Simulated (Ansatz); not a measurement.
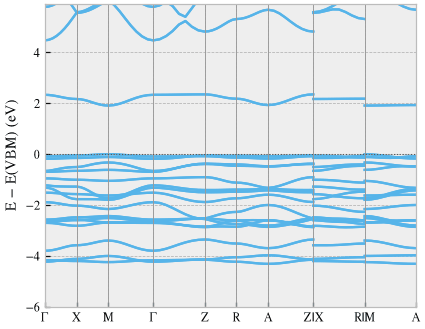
Figure: Band structure from the program Ansatz at the r²SCAN with spin–orbit coupling level (PAW)

Problem. Read off the gap and where the band edges lie.

Solution. About 1.9 eV (1.91 eV by a search for the band edges); maximum at M, minimum at M.

The material is Cs2PdCl4 in space group P4/mmm (No. 123; Cs on 2e, Pd on 1a, Cl on 4j).

The first step of the workflow began from a Materials Project structure, measured or hypothetical; the Crystallography Open Database files this formula in space group No. 123, but the cells were not matched. Whether it is the stable phase at ambient conditions was not checked. Symmetry was held in the r²SCAN relaxation; its stability against distortions is not shown here. No spin polarisation was allowed.

Potentials: the later of the program's two PAW sets.
